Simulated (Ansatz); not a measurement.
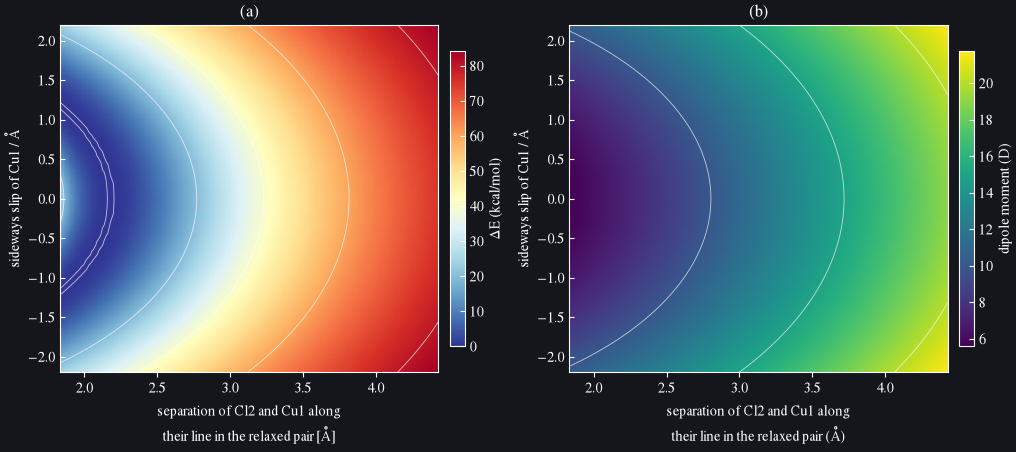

ClCu. Coordinates scanned: (1) separation of Cl2 and Cu1 along their line in the relaxed pair; (2) sideways slip of Cu1. Nothing is relaxed (both partners rigid). The grid has 15 × 15 points; 119 points were computed and 106 follow by symmetry. Points are written as (first, second). Energies are in kcal/mol, from the lowest grid point. All numbers below come from RHF/def2-TZVPD (Ansatz).

Panel (a) is the energy; panel (b) is the computed dipole moment, in D.

Drawn: a smooth colour map with a few white contour lines. Between grid points the surface is interpolated.

> How does the dipole moment vary over the map, and what is it at the lowest grid point?

Leaving out the highest fifth of the energies, it runs from 5.6 D at (1.831 Å, 0.000 Å) to 16.8 D at (3.926 Å, −0.943 Å). At the lowest grid point, (2.132 Å, −0.314 Å), it is 6.8 D.

| second ↓, first → | 1.831 | 1.896 | 2.002 | 2.132 | 2.281 | 2.446 | 2.625 | 2.816 | 3.019 | 3.232 | 3.454 | 3.686 | 3.926 | 4.175 | 4.431 |
| --- | --- | --- | --- | --- | --- | --- | --- | --- | --- | --- | --- | --- | --- | --- | --- |
| 2.200 | 10.3 | 10.5 | 10.9 | 11.4 | 12.0 | 12.6 | 13.4 | 14.2 | 15.1 | 16.1 | 17.1 | 18.2 | 19.3 | 20.5 | 21.8 |
| 1.886 | 9.1 | 9.3 | 9.7 | 10.2 | 10.8 | 11.5 | 12.3 | 13.2 | 14.1 | 15.1 | 16.2 | 17.3 | 18.5 | 19.8 | 21.1 |
| 1.571 | 8.0 | 8.3 | 8.7 | 9.2 | 9.8 | 10.5 | 11.4 | 12.3 | 13.2 | 14.3 | 15.4 | 16.6 | 17.8 | 19.1 | 20.4 |
| 1.257 | 7.1 | 7.4 | 7.8 | 8.3 | 9.0 | 9.7 | 10.6 | 11.5 | 12.5 | 13.6 | 14.8 | 16.0 | 17.2 | 18.6 | 19.9 |
| 0.943 | 6.4 | 6.7 | 7.1 | 7.6 | 8.3 | 9.1 | 9.9 | 10.9 | 11.9 | 13.0 | 14.2 | 15.5 | 16.8 | 18.1 | 19.5 |
| 0.629 | 6.0 | 6.2 | 6.6 | 7.1 | 7.8 | 8.6 | 9.5 | 10.4 | 11.5 | 12.6 | 13.8 | 15.1 | 16.4 | 17.8 | 19.2 |
| 0.314 | 5.7 | 5.9 | 6.3 | 6.8 | 7.5 | 8.3 | 9.2 | 10.1 | 11.2 | 12.4 | 13.6 | 14.9 | 16.2 | 17.6 | 19.0 |
| 0.000 | 5.6 | 5.8 | 6.2 | 6.7 | 7.4 | 8.2 | 9.1 | 10.1 | 11.1 | 12.3 | 13.5 | 14.8 | 16.2 | 17.5 | 19.0 |
| −0.314 | 5.7 | 5.9 | 6.3 | 6.8 | 7.5 | 8.3 | 9.2 | 10.1 | 11.2 | 12.4 | 13.6 | 14.9 | 16.2 | 17.6 | 19.0 |
| −0.629 | 6.0 | 6.2 | 6.6 | 7.1 | 7.8 | 8.6 | 9.5 | 10.4 | 11.5 | 12.6 | 13.8 | 15.1 | 16.4 | 17.8 | 19.2 |
| −0.943 | 6.4 | 6.7 | 7.1 | 7.6 | 8.3 | 9.1 | 9.9 | 10.9 | 11.9 | 13.0 | 14.2 | 15.5 | 16.8 | 18.1 | 19.5 |
| −1.257 | 7.1 | 7.4 | 7.8 | 8.3 | 9.0 | 9.7 | 10.6 | 11.5 | 12.5 | 13.6 | 14.8 | 16.0 | 17.2 | 18.6 | 19.9 |
| −1.571 | 8.0 | 8.3 | 8.7 | 9.2 | 9.8 | 10.5 | 11.4 | 12.3 | 13.2 | 14.3 | 15.4 | 16.6 | 17.8 | 19.1 | 20.4 |
| −1.886 | 9.1 | 9.3 | 9.7 | 10.2 | 10.8 | 11.5 | 12.3 | 13.2 | 14.1 | 15.1 | 16.2 | 17.3 | 18.5 | 19.8 | 21.1 |
| −2.200 | 10.3 | 10.5 | 10.9 | 11.4 | 12.0 | 12.6 | 13.4 | 14.2 | 15.1 | 16.1 | 17.1 | 18.2 | 19.3 | 20.5 | 21.8 |
